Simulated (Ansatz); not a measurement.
# Convergence study of the plane-wave cutoff for MgAl2Ge2 (P3m1, 5 atoms in the cell)

```yaml
crystal:
  lattice:
    - [4.10584, 0.00000, 0.00000]
    - [-2.05292, 3.55576, 0.00000]
    - [0.00000, 0.00000, 6.77438]
  atoms:
    - { symbol: Mg, position: [0.00000, 0.00000, 0.00738] }
    - { symbol: Al, position: [0.66667, 0.33333, 0.36759] }
    - { symbol: Al, position: [0.33333, 0.66667, 0.63241] }
    - { symbol: Ge, position: [0.66667, 0.33333, 0.75695] }
    - { symbol: Ge, position: [0.33333, 0.66667, 0.24305] }
```

Computed with PBEsol, default PAW files made with PBE (plane waves; Ansatz, an electronic-structure program).

Base settings: basis.ecutwfc = 420 eV; kpoints.mp_grid.grid = 8 8 4; hamiltonian.xc = pbesol; hamiltonian.pseudopotentials = {kind: paw} (the program's default PAW files); scf.occupations.method = fermi_dirac; scf.occupations.width = 0.1 eV.

The second cell is the first with its lattice scaled by 0.98.

The mesh stays at the base's, so the ladder's end is converged at best in this setting alone.

The first pressure column holds Ansatz's estimate of the finite-basis (Pulay) stress, which hides part of the cutoff error; the other is without it.

Only quantities that move along the ladder and can be compared are tabulated.

The count of work is k-points × plane waves × bands × iterations; it is no time. 

The starting cell comes from a database of computed structures (which also holds hypothetical and non-ambient phases and stackings), without a prior relaxation at this level. Its lattice was rescaled by up to half a per cent. One atom was moved a little off its site on purpose.

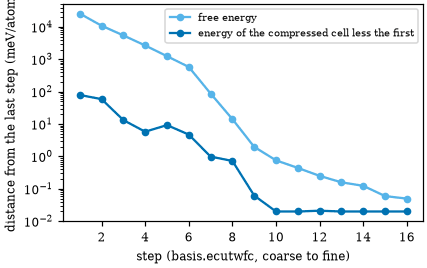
Distance from the last step along the ladder; very small values are drawn at a floor.

```csv
basis.ecutwfc,free energy less the last step's (meV/atom),energy of the compressed cell less the first (meV/atom),pressure (GPa),pressure without the Pulay estimate (GPa),largest difference of a force vector from the last step's (eV/Å),count of work / last
145 eV,25973.40,92.06,16.58,-714.46,1.693,0.047
170 eV,10965.47,-46.55,-5.72,-347.52,0.772,0.065
190 eV,5491.92,25.94,1.14,-198.29,0.160,0.072
210 eV,2686.69,6.79,-0.49,-111.40,0.058,0.086
230 eV,1256.59,21.95,-0.12,-60.03,0.060,0.097
250 eV,582.50,7.87,-0.29,-31.73,0.048,0.11
295 eV,87.98,13.61,-0.33,-6.44,0.019,0.16
335 eV,14.27,13.35,-0.35,-1.58,0.008,0.17
380 eV,1.98,12.68,-0.44,-0.58,0.001,0.23
420 eV,0.76,12.64,-0.45,-0.47,0.000,0.27
460 eV,0.44,12.64,-0.45,-0.46,0.000,0.31
505 eV,0.25,12.64,-0.45,-0.45,0.000,0.35
565 eV,0.16,12.64,-0.45,-0.45,0.000,0.42
630 eV,0.12,12.64,-0.45,-0.45,0.000,0.49
735 eV,0.06,12.63,-0.45,-0.45,0.000,0.62
840 eV,0.02,12.62,-0.45,-0.45,0.000,0.76
1010 eV,0.00,12.62,-0.45,-0.45,0.000,1.0
```

Coarsest basis.ecutwfc that holds the free energy within 5 meV/atom of the last step, with all finer ones: 380 eV, at 0.23 of the last step's count of work; the step before is off by 14 meV/atom.

Coarsest basis.ecutwfc that holds the energy of the compressed cell less the first within 0.2 meV/atom of the last step, with all finer ones: 380 eV, at 0.23 of the last step's count of work; the step before is off by 0.73 meV/atom.

Coarsest basis.ecutwfc that holds the pressure within 0.2 GPa of the last step, with all finer ones: 250 eV, at 0.11 of the last step's count of work; the step before is off by 0.33 GPa.

The energy difference between the two cells stays within 1 meV/atom of the last step's from 295 eV on, the total only from 420 eV on: much of the error is common to both cells and cancels.

At the lowest cutoff the pressure without the Pulay estimate lies 714 GPa under the last step's, the usual sign of Pulay stress in an incomplete plane-wave basis.

Keys are those of Ansatz 0.2.
